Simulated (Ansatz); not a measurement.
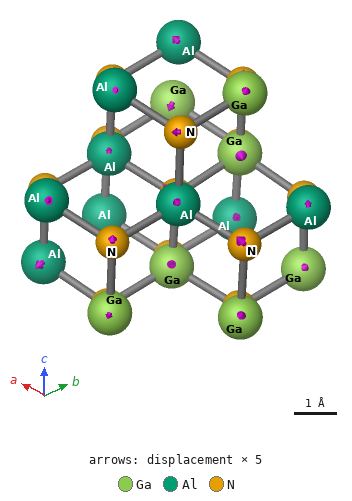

This is a relaxation of a crystal of Ga₁₂Al₂₀N₃₂ (a generated structure, set up in P1). The starting structure is drawn; purple arrows show the displacements, magnified 5 times.

Style: ball-and-stick. Shown: the atoms within 4.2 Å of the atom that moves most (axes of the cell of the calculation), from a free direction.

Computed with Ansatz 0.2.0, DFT, PBEsol, PAW, plane waves. Settings: plane-wave cutoff 420 eV; k-point mesh 1 × 1 × 1; mesh shifted by (0.25, 0.25, 0.25); no spin polarisation; cell relaxed at fixed shape; force threshold 0.03 eV/Å; at most 80 steps.

> Describe the change and its energy.

The largest moves relative to the cell, 0.096 Å, are those of N atoms. By element the largest moves are N 0.096 Å, Ga 0.080 Å, Al 0.058 Å. Cell: a = b = c 8.847 → 8.845 Å (0.0 %). Volume −0.1 %. Near-neighbour distances that change, for instance: Ga–N 1.848 → 1.945 Å, Ga–N 1.880 → 1.949 Å, Al–N 1.941 → 1.886 Å, Al–N 1.858 → 1.902 Å. Bond angles that change, for instance: N–Ga–N 104.4° → 110.9°, Ga–N–Ga 112.1° → 107.1°, Al–N–Al 108.4° → 112.0°. The space group stays P1 (No. 1). After 4 geometry steps the energy has fallen by 24.5 meV per atom. Largest force component: 2 eV/Å at the start, 0.017 eV/Å at the end. The pressure goes from 0.59 to 0.00 GPa.
